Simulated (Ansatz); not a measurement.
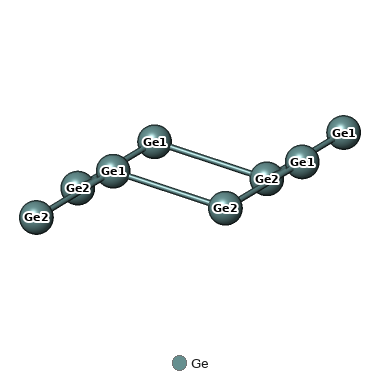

The system is H on a two-dimensional sheet of Ge of the honeycomb type (2 atoms of substrate and one adsorbate in a 1 × 1 cell); the picture shows it without the atoms that are moved over the map. H is moved along a line over the surface and along the normal, above a rigid substrate. The first coordinate is: position of H3 along the long diagonal of the hexagonal surface cell, from above Ge1; the second: height of H3 above the plane of Ge1. The scan uses a 9 × 8 grid. At 11 points there is no value (left out of the scan, as a rule where atoms come close). Points are written as (first, second). Energies: eV, counted from the lowest grid point. Energies and slopes of some neighbouring points disagree (a jump in structure or state, or too coarse a mesh). Computed with DFT PBE+D3(BJ), scalar-relativistic, plane waves, PAW in Ansatz 0.2.0. Settings: cutoff 420 eV, k-mesh 9×9×1, gaussian smearing 0.1 eV, spin-polarised.

Range: position of H3 along the long diagonal of the hexagonal surface cell from 0.00 to 6.19 Å; height of H3 above the plane of Ge1 from −0.30 to 3.27 Å.

What landscape does the calculation give?

Answer. The lowest grid point is at (0.00 Å, 1.67 Å) [nearest 1 Ge at 1.67 Å]. The highest grid point, (6.19 Å, 0.69 Å) [nearest 1 Ge at 1.04 Å], lies 5.38 eV above the lowest.

```csv
"second ↓, first →",0.00,0.77,1.55,2.32,3.10,3.87,4.64,5.42,6.19
3.27,1.64,1.65,1.65,1.66,1.66,1.65,1.65,1.65,1.65
2.57,1.40,1.50,1.61,1.62,1.62,1.61,1.61,1.59,1.49
2.07,0.66,0.99,1.45,1.53,1.53,1.53,1.55,1.46,0.99
1.67,0.00,0.38,1.08,1.28,1.31,1.41,1.48,1.22,0.40
1.18,1.91,0.43,0.51,0.65,0.71,1.03,1.33,0.80,0.47
0.69,–,5.36,0.71,1.15,0.64,0.82,1.13,0.80,5.38
0.19,–,–,3.95,–,3.39,0.97,1.09,1.20,–
−0.30,–,–,–,–,–,1.21,1.08,1.25,–
```

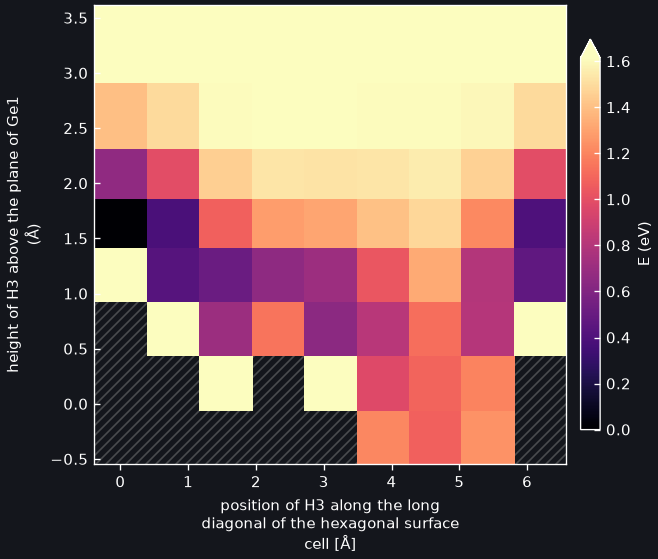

Drawn: one coloured cell a grid point, one colour for all values above the top of the scale, hatched blanks where no value was computed.

The whole map (61 points run) took 61 min on 1 thread of Intel(R) Xeon(R) Processor @ 2.50GHz (Skylake/Cascade Lake), with other jobs on the host.

PAW datasets: the set soft_1.
